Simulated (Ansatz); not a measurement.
Input file:

```
crystal:
  lattice:
    - [-2.41754e-05, -0.0006958631, -6.4824698972]
    - [-3.924525823, -6.7967037086, -0.0007447391]
    - [-3.9246155911, 6.7967555363, 0.0007154505]
  atoms:
    - { symbol: Ge, position: [0.941444088, 0.165130271, 0.8325315963] }
    - { symbol: Ge, position: [0.9406305792, 0.1711199205, 0.3356635749] }
    - { symbol: Ge, position: [0.9332313024, 0.6651267641, 0.8278794806] }
    - { symbol: Si, position: [0.9418063868, 0.6653778249, 0.3369264615] }
    - { symbol: Ge, position: [0.4323085251, 0.3348722058, 0.166869893] }
    - { symbol: Ge, position: [0.4322939269, 0.3381291947, 0.669458153] }
    - { symbol: Ge, position: [0.4406151798, 0.8299002234, 0.1626780578] }
    - { symbol: Si, position: [0.4340127902, 0.83067929, 0.6676566151] }
    - { symbol: Ge, position: [0.56111083, 0.1618851507, 0.8308460286] }
    - { symbol: Ge, position: [0.5619730435, 0.1677692438, 0.3339053273] }
    - { symbol: Si, position: [0.560621402, 0.6684149891, 0.8299590324] }
    - { symbol: Ge, position: [0.5691746861, 0.6684488345, 0.3390019391] }
    - { symbol: Si, position: [0.0608354985, 0.3377613424, 0.1685127731] }
    - { symbol: Si, position: [0.0608302389, 0.3347413519, 0.6678278699] }
    - { symbol: Ge, position: [0.061376336, 0.8300504631, 0.167235731] }
    - { symbol: Si, position: [0.0677351865, 0.83059293, 0.6630474665] }
basis:
  ecutwfc: 420
kpoints:
  mp_grid: { grid: [6, 6, 6] }
  band_path:
    path: [[0.0, 0.0, 0.0], [0.385417, -0.013021, 0.015625]]
    npoints: 1
hamiltonian:
  xc: pbesol
scf:
  occupations: { method: gaussian, width: 0.01 }
  n_extra_bands: 11
output:
  forces: true
  stress: true
  eigenvalues: true
  write_density: true
  write_potential: true
  elf: true
  volumetric_format: npy
```

Launched as:

```sh
ansatz run input.yaml --threads 4 --pin off --max-ram 10240MiB --backend cpu --events-out ev --progress --plain --runs-dir out
```

Below, planes, directions and counts refer to the conventional cell (a = 6.48 Å, b = 7.85 Å, c = 7.85 Å, α = 60.01°, β = 89.99°, γ = 89.99°).

Space group P1; a generated structure, not necessarily the stable one.

The calculation used DFT PBEsol, scalar-relativistic, plane waves, PAW in Ansatz.

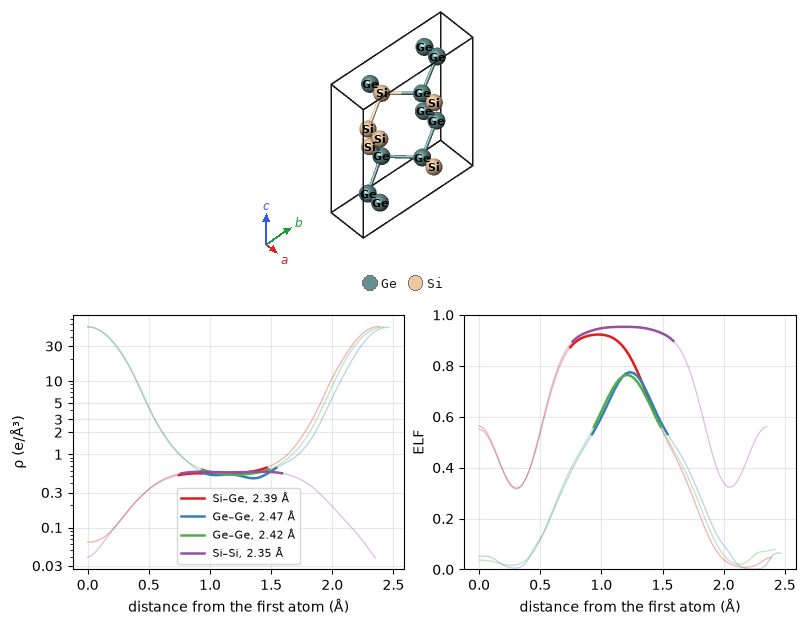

Si₃Ge₅. Valence pseudo-density and electron localisation function along straight lines between neighbouring atoms. Thin, pale parts lie inside the atomic spheres. The structure is drawn too.

The density is the valence pseudo-density of a PAW calculation; it isn't the true density close to the nuclei.

Q: Compare the contacts.

A: Si–Ge (2.39 Å): ρ is about 0.55 e/Å³ halfway; the ELF peaks at about 0.90 between the atoms; a shared electron pair.
Ge–Ge (2.47 Å): the density is about 0.51 e/Å³ at the midpoint; the ELF peaks at about 0.80 between the atoms, as expected for a covalent bond.
Ge–Ge (2.42 Å): ρ at the midpoint is about 0.53 e/Å³; the ELF peaks at about 0.75 between the atoms: a covalent bond.
Si–Si (2.35 Å): ρ is about 0.57 e/Å³ halfway; the ELF peaks at about 0.95 between the atoms: a covalent bond.
